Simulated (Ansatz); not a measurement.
# B$_{2}$FH$_{3}$O$_{2}$ (SMILES OBB(O)F): what the fields show

```xyz
8

O    -0.8127    1.1414    1.1093
B    -0.0484    0.9389    0.0091
B     0.2664   -0.6672   -0.5078
O    -0.5919   -1.3239   -1.3212
F     1.3974   -1.3070   -0.1475
H    -0.9337    2.0755    1.3251
H     0.3964    1.9072   -0.5815
H    -0.2823   -2.2126   -1.5548
```

All numbers below come from RKS B3LYP-D4/def2-SVP (Ansatz).

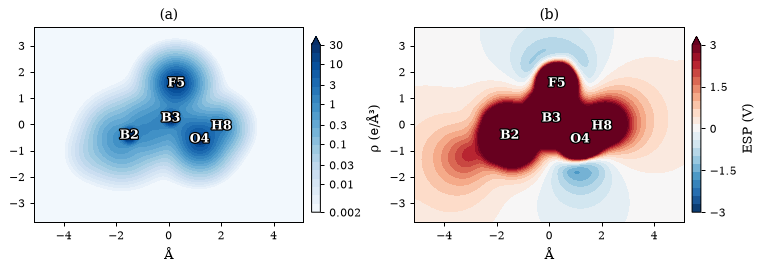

Figure 1. (a) total electron density; (b) molecular electrostatic potential on the plane of atoms O4, B3 and F5.

### Read the bonding off the picture.

Atoms in the plane: B, O, F and H. B–F (1.35 Å): ρ at the midpoint is about 2 e/Å³. B–O (1.35 Å): ρ at the midpoint is about 2.2 e/Å³. B–B (1.72 Å): ρ at the midpoint is about 1.1 e/Å³. O–H (0.97 Å): ρ is about 3.6 e/Å³ halfway. Outside the dense part of the molecule the potential is most negative (−1.6 V) near O4.

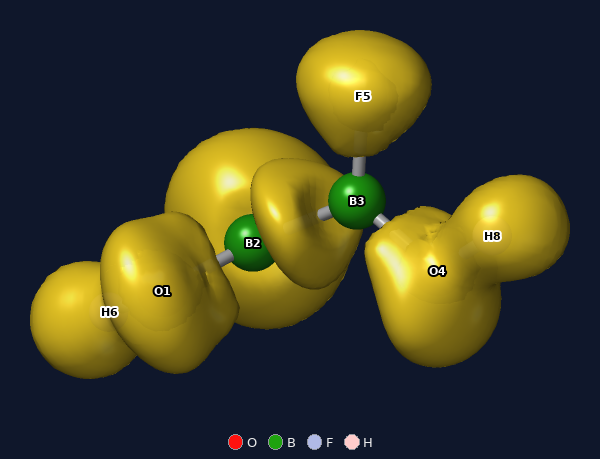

Figure 2. Isosurface of the electron localisation function at 0.75 (yellow), seen at a tilt. Core shells and regions of very low density are left out.

### What do the ELF domains correspond to?

The ELF exceeds this value in one region between bonded B–B atoms (shared pairs), one region around a hydrogen nucleus, one region on F in which the atom's valence shell and bonds are merged and two joined regions spread over several atoms (H, O), in which their bonds and any lone pairs are merged. Profiles from the grid: B–F (1.35 Å): the ELF peaks at about 0.85 between the atoms: a polar covalent bond. B–O (1.35 Å): the ELF peaks at about 0.90 between the atoms (a polar covalent bond).

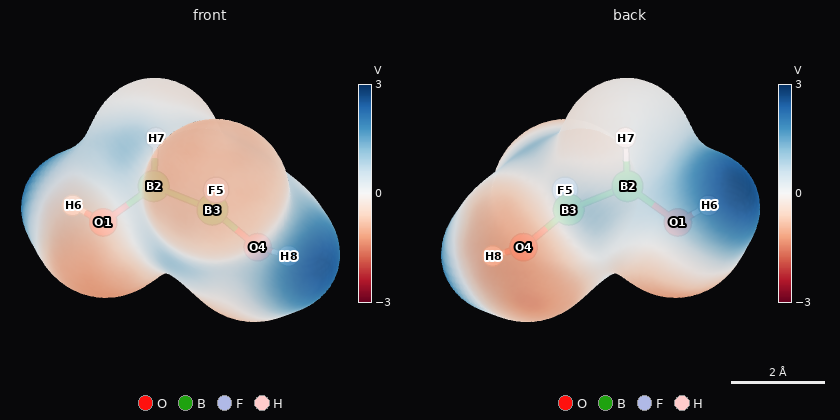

Figure 3. The molecular electrostatic potential painted on the density surface at 0.002 e/bohr³, seen from the front and from behind; red is negative and blue positive.

### Which sites attract a positive test charge, and which a negative one?

A positive charge is drawn to the negative regions and a negative charge to the positive ones. The most negative region (about −1.3 V) lies over O4, the most positive (about +2.6 V) over H6. O4 is the likeliest acceptor of a hydrogen bond.
